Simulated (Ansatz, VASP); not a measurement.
## SmTa in two plane-wave programs

One calculation is typed for both programs; each brings its own data sets and cutoff. How far apart do they land? The cell is invented: As first built, before any earlier steps moved the atoms: it takes the YZr structure with all of its atoms replaced by other elements, volume scaled by an estimate. It may not be a known or stable phase. The cell comes out of the VASP series on this material, whose earlier steps may have relaxed, scaled or displaced it; both programs get it as it stands.

Main program and level: Ansatz 0.2.0; plane waves, with VASP 6.6.1 beside it; band structure at PBE with D4 and single point at PBE with D4.

In doubt: a part-filled 4f shell, where there is one, can sit in one of many states, so energies may not be the lowest and differences between runs may mislead; derivatives with an open 4f shell can jump between states, which bears on forces and vibrations.

### Step 1. The structure

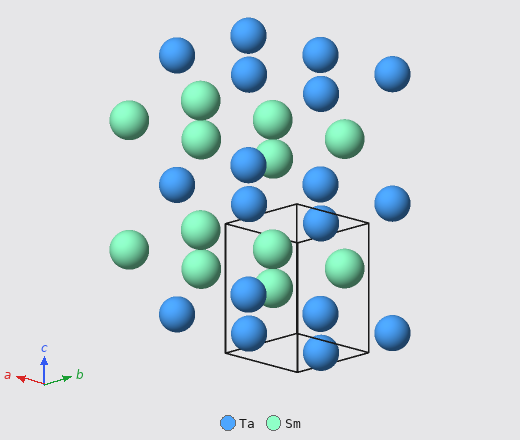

The starting structure, seen from a free direction (tantalum blue, samarium green). 3×2×2 cells are drawn. Some periodic images of atoms are drawn too.

### Step 2. Ansatz: band structure, PBE with D4

Ansatz runs on its default PAW (the set named soft_2) files.

The same path points are solved in both programs, so levels can be compared one by one.

input.yaml reads:

```yaml
crystal:
  lattice:
    - [3.067427014, 0.0, 0.0]
    - [-1.533713507, 2.6564700481, 0.0]
    - [0.0, 0.0, 5.4368508062]
  atoms:
    - { symbol: Ta, position: [0.33333333, 0.66666667, 0.0], spin: -0.285 }
    - { symbol: Sm, position: [0.66666667, 0.33333333, 0.5], spin: 5.53 }
hamiltonian:
  xc: pbe
  pseudopotentials: { kind: paw }
  dispersion: d4
magnetization:
  spin_polarized: true
kpoints:
  mp_grid: { grid: [7, 7, 4] }
  band_path:
    path:
      - [0.0, 0.0, 0.0]
      - [0.13333, 0.0, 0.0]
      - [0.3, 0.0, 0.0]
      - [0.46667, 0.0, 0.0]
      - [0.46667, 0.06667, 0.0]
      - [0.41111, 0.17778, 0.0]
      - [0.35556, 0.28889, 0.0]
      - [0.28889, 0.28889, 0.0]
      - [0.17778, 0.17778, 0.0]
      - [0.06667, 0.06667, 0.0]
      - [0.0, 0.0, 0.03333]
      - [0.0, 0.0, 0.2]
      - [0.0, 0.0, 0.36667]
      - [0.0, 0.0, 0.5]
      - [0.16667, 0.0, 0.5]
      - [0.3, 0.0, 0.5]
      - [0.46667, 0.0, 0.5]
      - [0.46667, 0.06667, 0.5]
      - [0.41111, 0.17778, 0.5]
      - [0.35556, 0.28889, 0.5]
      - [0.28889, 0.28889, 0.5]
      - [0.17778, 0.17778, 0.5]
      - [0.06667, 0.06667, 0.5]
      - [0.5, 0.0, 0.46667]
      - [0.5, 0.0, 0.3]
      - [0.5, 0.0, 0.13333]
      - [0.33333, 0.33333, 0.0]
      - [0.33333, 0.33333, 0.16667]
      - [0.33333, 0.33333, 0.33333]
      - [0.33333, 0.33333, 0.5]
    npoints: 1
scf:
  occupations: { method: methfessel_paxton, width: 0.2 }
  n_extra_bands: 7
output:
  forces: true
  stress: true
  eigenvalues: true
```

The run is started by

```sh
> ansatz run input.yaml --threads 2 --pin off --max-ram 4608MiB --backend cpu --events-out ev --progress --plain --runs-dir out
```

Numbers of over 12 decimals in the logs are rounded to 6 here.

Output:

```text
scf.n_extra_bands = 7 over 15 filled bands (N_el = 29.0): the run solves 22 bands
Engine: ansatz 0.2.0, aarch64-unknown-linux-gnu
Pseudopotentials: kind: paw
Pseudopotential: Ta, paw, valence charge 13, recommended cutoff 420 eV (normal), Ta.paw.azcp
Pseudopotential: Sm, paw, valence charge 16, recommended cutoff 420 eV (normal), Sm.paw.azcp
Functional definition: PBE
  parameter kappa = 0.804
  parameter beta = 0.066725
  exchange = pbe_x(kappa = kappa, mu = beta*pi^2/3)
  correlation = pbe_c(beta = beta)
Crystal: 2 atoms, lattice volume = 44.302 Å³
Basis set: ecut = 420 eV, 859 PW (Γ), exchange–correlation on 48×48×80 points (8 copies of the dense FFT grid, shifted against one another)
Bands: 22, of which v1, the nominal top of the filled ones, is band 15 counted from 1 (14 counted from 0)
Symmetry: 12 space group operations
Space group: P-6m2 (ITA 187), of the structure as read, at distance tolerance 3.5e-5 Å
Magnetic group: BNS 187.209 (UNI 1439), of the structure as read, at distance tolerance 3.5e-5 Å
k-points: 24 of 196 (time reversal used)
Non-local potential: Ta, projectors of the file, l = 0: 3, l = 1: 2, l = 2: 2, l = 3: 1
Non-local potential: Sm, projectors of the file, l = 0: 3, l = 1: 2, l = 2: 2, l = 3: 3
PAW form: soft (Blöchl's): semilocal exchange-correlation on the pseudo side does not see the compensation charge
PAW one-centre angular grid: Ta, 590 points (default); XC on 64 Gauss nodes
PAW one-centre angular grid: Sm, 590 points (default); XC on 64 Gauss nodes
Initial density: superposition of atomic densities (chi_scale 0.1, normalization cell)
Starting moments: Σ|m| = 5.815 μB on 2 of 2 sites
Initial wavefunctions: pseudopotential atomic-orbital guess
Functional: x = pbe(κ = 0.804, μ = 0.219515), c = pbe(β = 0.066725)
SCF iter   1: F=—  HF=-18176.507940 eV  |F-HF|=—  |Δ(HF+E_count)|=         —  Δρ=2.87e-2 (↑2.69e-2 ↓2.87e-2)  dr2=4.76e0  dr2_m=2.12e-2  M=5.501 μB ∫|m|=5.752 μB  β_m=0.30  ethr=3.10e-3  ⟨swp⟩=4.9  Hψ=3993  notcnv=0
Mixer restart at iter 1: flushing history
preconditioner: auto → Kerker (q_TF=auto, 2.542 Å⁻¹)  [metal: Δε(μ)=0.005 eV  Ē_g=9.218 eV  σ=0.200 eV  W_gap=0.01  n_scr=10 (ndim 8)  ℏωp=24.3 eV  f_vac=0.000  D(μ)=8.51/eV (n_scr^D=148)]
spin=Collinear: Kerker preconditioning applied to the charge; magnetization (m = ρ↑ − ρ↓) channel mixes plain (no charge-response kernel on spin).
SCF iter   2: F=—  HF=-18176.220034 eV  |F-HF|=—  |Δ(HF+E_count)|=   2.88e-1  Δρ=1.91e-2 (↑1.87e-2 ↓1.91e-2)  dr2=2.02e0  dr2_m=1.39e-2  M=5.524 μB ∫|m|=5.820 μB  β_m=0.59  ethr=3.10e-3  ⟨swp⟩=2.0  Hψ=1694  notcnv=0  defer=39
SCF iter   3: F=—  HF=-18176.056386 eV  |F-HF|=—  |Δ(HF+E_count)|=   1.64e-1  Δρ=8.61e-3 (↑8.61e-3 ↓5.54e-3)  dr2=3.84e-2  dr2_m=1.08e-2  M=5.577 μB ∫|m|=6.045 μB  β_m=0.80  ethr=3.10e-3  ⟨swp⟩=2.9  Hψ=2104  notcnv=0  defer=42
SCF iter   4: F=—  HF=-18176.227648 eV  |F-HF|=—  |Δ(HF+E_count)|=   1.71e-1  Δρ=2.09e-3 (↑2.09e-3 ↓1.70e-3)  dr2=2.39e-3  dr2_m=6.83e-4  M=5.588 μB ∫|m|=6.170 μB  β_m=0.70  ethr=1.32e-4  ⟨swp⟩=2.3  Hψ=2344  notcnv=0  defer=53
SCF iter   5: F=—  HF=-18176.222140 eV  |F-HF|=—  |Δ(HF+E_count)|=   5.51e-3  Δρ=4.35e-3 (↑4.35e-3 ↓9.60e-4)  dr2=1.05e-2  dr2_m=1.94e-3  M=5.611 μB ∫|m|=6.217 μB  β_m=0.77  ethr=8.24e-6  ⟨swp⟩=2.1  Hψ=1986  notcnv=0  defer=53
SCF iter   6: F=—  HF=-18176.239586 eV  |F-HF|=—  |Δ(HF+E_count)|=   1.74e-2  Δρ=2.47e-3 (↑2.47e-3 ↓6.18e-4)  dr2=9.75e-3  dr2_m=5.04e-4  M=5.631 μB ∫|m|=6.270 μB  β_m=0.88  ethr=8.24e-6  ⟨swp⟩=2.0  Hψ=2051  notcnv=0  defer=53
SCF iter   7: F=—  HF=-18176.243821 eV  |F-HF|=—  |Δ(HF+E_count)|=   4.23e-3  Δρ=1.04e-3 (↑1.04e-3 ↓2.81e-4)  dr2=6.46e-4  dr2_m=1.07e-4  M=5.634 μB ∫|m|=6.294 μB  β_m=0.93  ethr=8.24e-6  ⟨swp⟩=2.0  Hψ=2030  notcnv=0  defer=56
SCF iter   8: F=—  HF=-18176.244406 eV  |F-HF|=—  |Δ(HF+E_count)|=   5.86e-4  Δρ=4.47e-4 (↑4.47e-4 ↓2.07e-4)  dr2=1.37e-4  dr2_m=2.43e-5  M=5.632 μB ∫|m|=6.299 μB  β_m=0.96  ethr=2.23e-6  ⟨swp⟩=2.0  Hψ=1752  notcnv=0  defer=56
SCF iter   9: F=—  HF=-18176.176196 eV  |F-HF|=—  |Δ(HF+E_count)|=         —  Δρ=4.31e-3 (↑4.31e-3 ↓3.77e-4)  dr2=1.21e-2  dr2_m=1.87e-3  M=5.627 μB ∫|m|=6.341 μB  β_m=0.96  ethr=4.74e-7  ⟨swp⟩=2.0  Hψ=1765  notcnv=0  defer=56
[...]
iteration 9: the input's own smearing fills from here on; a Gaussian of 0.2 eV has filled iterations ahead of it
[...]
SCF iter  11: F=—  HF=-18176.176318 eV  |F-HF|=—  |Δ(HF+E_count)|=   6.18e-2  S|Δr|=    0.00e0  Δρ=3.39e-3 (↑3.39e-3 ↓3.44e-4)  dr2=7.22e-3  dr2_m=1.17e-3  M=5.617 μB ∫|m|=6.337 μB  β_m=0.12  ethr=4.74e-7  ⟨swp⟩=3.3  Hψ=2805  notcnv=0  defer=62
SCF iter  12: F=—  HF=-18176.176498 eV  |F-HF|=—  |Δ(HF+E_count)|=   1.80e-4  S|Δr|=    0.00e0  Δρ=1.04e-3 (↑1.04e-3 ↓5.27e-4)  dr2=1.95e-4  dr2_m=1.88e-4  M=5.583 μB ∫|m|=6.318 μB  β_m=0.15  ethr=4.74e-7  ⟨swp⟩=2.1  Hψ=1372  notcnv=0  defer=60
SCF iter  13: F=—  HF=-18176.176913 eV  |F-HF|=—  |Δ(HF+E_count)|=   4.15e-4  S|Δr|=    0.00e0  Δρ=6.64e-4 (↑6.64e-4 ↓2.07e-4)  dr2=1.78e-4  dr2_m=5.98e-5  M=5.576 μB ∫|m|=6.331 μB  β_m=0.29  ethr=4.74e-7  ⟨swp⟩=2.0  Hψ=1394  notcnv=0  defer=60
SCF iter  14: F=—  HF=-18176.177025 eV  |F-HF|=—  |Δ(HF+E_count)|=   1.12e-4  S|Δr|=    0.00e0  Δρ=2.20e-4 (↑2.20e-4 ↓1.36e-4)  dr2=1.47e-5  dr2_m=9.76e-6  M=5.562 μB ∫|m|=6.332 μB  β_m=0.32  ethr=4.74e-7  ⟨swp⟩=2.3  Hψ=1322  notcnv=0  defer=60
SCF iter  15: F=—  HF=-18176.177295 eV  |F-HF|=—  |Δ(HF+E_count)|=   2.70e-4  S|Δr|=    0.00e0  Δρ=1.24e-4 (↑1.24e-4 ↓4.65e-5)  dr2=6.05e-6  dr2_m=2.48e-6  M=5.560 μB ∫|m|=6.337 μB  β_m=0.46  ethr=5.08e-8  ⟨swp⟩=2.1  Hψ=1471  notcnv=0  defer=60
SCF iter  16: F=—  HF=-18176.177298 eV  |F-HF|=—  |Δ(HF+E_count)|=   2.82e-6  S|Δr|=    0.00e0  Δρ=1.39e-4 (↑1.39e-4 ↓2.36e-5)  dr2=1.00e-5  dr2_m=2.26e-6  M=5.559 μB ∫|m|=6.338 μB  β_m=0.46  ethr=2.09e-8  ⟨swp⟩=1.8  Hψ=1127  notcnv=0  defer=60
SCF iter  17: F=—  HF=-18176.177299 eV  |F-HF|=—  |Δ(HF+E_count)|=   1.06e-6  S|Δr|=    0.00e0  Δρ=2.84e-5 (↑2.84e-5 ↓1.96e-5)  dr2=3.54e-7  dr2_m=1.79e-7  M=5.557 μB ∫|m|=6.339 μB  β_m=0.50  ethr=2.09e-8  ⟨swp⟩=1.5  Hψ=1053  notcnv=0  defer=60
SCF iter  18: F=—  HF=-18176.177299 eV  |F-HF|=—  |Δ(HF+E_count)|=   2.66e-7  S|Δr|=    0.00e0  Δρ=3.89e-5 (↑3.89e-5 ↓1.28e-5)  dr2=8.83e-7  dr2_m=1.84e-7  M=5.557 μB ∫|m|=6.339 μB  β_m=0.50  ethr=1.22e-9  ⟨swp⟩=2.0  Hψ=1256  notcnv=0  defer=60
SCF iter  19: F=—  HF=-18176.177299 eV  |F-HF|=—  |Δ(HF+E_count)|=   4.82e-8  S|Δr|=    0.00e0  Δρ=1.33e-5 (↑1.33e-5 ↓5.27e-6)  dr2=1.10e-7  dr2_m=2.29e-8  M=5.556 μB ∫|m|=6.340 μB  β_m=0.60  ethr=1.22e-9  ⟨swp⟩=1.3  Hψ=1040  notcnv=0  defer=60
SCF iter  20: F=-18176.177299 eV  HF=-18176.177299 eV  |F-HF|=5.13e-10  |Δ(HF+E_count)|=   1.32e-8  S|Δr|=    0.00e0  Δρ=1.09e-6 (↑1.09e-6 ↓9.98e-7)  dr2=1.20e-10  dr2_m=3.93e-10  M=5.556 μB ∫|m|=6.340 μB  ethr=3.45e-10  ⟨swp⟩=7.0  Hψ=3795  notcnv=0
SCF 1 converged in 20 iterations: F = -18176.177299 eV  dr2 = 1.20e-10
  greatest PAW one-centre occupation: 0.999 electrons in one spin orbital (limit 2), on the Ta atom at site 0 (counted from 0), in its partial waves of l = 0
this state was not tested for a lower state beside it, because cold or Methfessel-Paxton smearing, or corrected tetrahedra, fill the levels in a way that the test cannot read (fill_not_monotonic; see scf.lower_state_search)
NSCF: frozen V_eff on 30 k-points
SCF converged after 20 iterations
Magnetization: 5.5564 μB (17.2782 up, 11.7218 down)
Absolute magnetization: 6.3402 μB (∫|ρ↑−ρ↓|, with the PAW one-centre terms)
Spin contamination: 0.3538 ħ² per cell (⟨S²⟩ above its minimum at these occupations)
Per-site moments (μB) at R_I (Å): [(-0.310611, 1.265314), (5.666434, 1.265314)]
Free energy (F): -18176.177299 eV
Harris-Foulkes:  -18176.177299 eV  (|F-HF|=5.13e-10)
Internal energy: -18176.168178 eV  (E = F + TS)
E sigma→0 (E₀):  -18176.175019 eV
Entropy (-TS):   -0.009121 eV (-4.560 meV/atom)
Fermi energy:    16.757613 eV
--- Per-component energies (eV) ---
  E_band       = -57.945923
  E_kinetic    = 708.312726
  E_local      = -1857.709199  (includes V_loc(G=0)·N_el)
  E_nonlocal   = 405.265385
  E_hartree    = 704.094853
  E_xc         = -397.877739
  E_vxc        = -400.856519  (∫ρ·V_xc dr)
  E_paw        = -14616.810556  (= ΣΔE_a)
  E_vpaw       = -321.147836  (= ΣTr[D̂ρ^β])
  E_aug_tail   = 0.000148  (compensation charges beyond the density's cutoff)
  E_ewald      = -3120.807101
  E_disp       = -0.636696  (pairwise vdW)
  E_smearing   = -0.009121  (= −TS)
  E_closure    = -0.000000  (closes the sum)
  Σ components = -18176.177299   (vs F -18176.177299, Δ=0.00e0)
--- Forces (eV/Å), atoms counted from 1 ---
  atom   1  Ta     0.00000000    -0.00000000     0.00000000
  atom   2  Sm     0.00000000     0.00000000     0.00000000
  max |Σ_I F_I| component: 9.25e-18 eV/Å
--- Stress (GPa, compression-positive) ---
        0.506507       0.000000       0.000000
        0.000000       0.506507       0.000000
        0.000000       0.000000      -0.140674
  P = ⅓ Tr σ = 0.2908 GPa (2.908 kbar)
--- Band table (eV; the first three rows and the last of 48) ---
  k-point 0 ↑: bands = [... 11 lower, 16.4177, 16.4177, 16.4340, 16.4340, 16.4441, 16.6235, 17.2961, 17.7893, ... 3 higher]
  k-point 1 ↑: bands = [... 11 lower, 16.3449, 16.4179, 16.4179, 16.4679, 16.4679, 16.6235, 17.1124, 17.7079, ... 3 higher]
  k-point 2 ↑: bands = [... 11 lower, 16.1354, 16.4534, 16.4534, 16.4641, 16.4641, 16.6234, 16.7917, 17.2004, ... 3 higher]
  k-point 23 ↓: bands = [... 11 lower, 16.3276, 16.7013, 19.2027, 19.3235, 19.7699, 20.1702, 20.2707, 20.4047, ... 3 higher]
```

The job ended after 26 s (2 threads of Arm Neoverse N1, shared host; peak memory 0.39 GiB; 33 s of CPU time).

Reading the cycles: dr2 is the Hartree energy of the density residual (eV), the measure of convergence; HF is the Harris–Foulkes estimate of the energy, which meets the free energy F at convergence.

(Continued in part 2 of 2.)

[Lines on the potential files, build, host, timing and source positions are cut from VASP's logs without a mark.]

[Logs are printed without paths, hosts, clocks, repeated set-up lines and the standing remarks that a program may print on its own settings, such as how far it seeks lower states.]

[Hosts, paths, dates, database ids (printed as entryN), source tags and the programs' standing remarks are cut or masked in the printed files.]
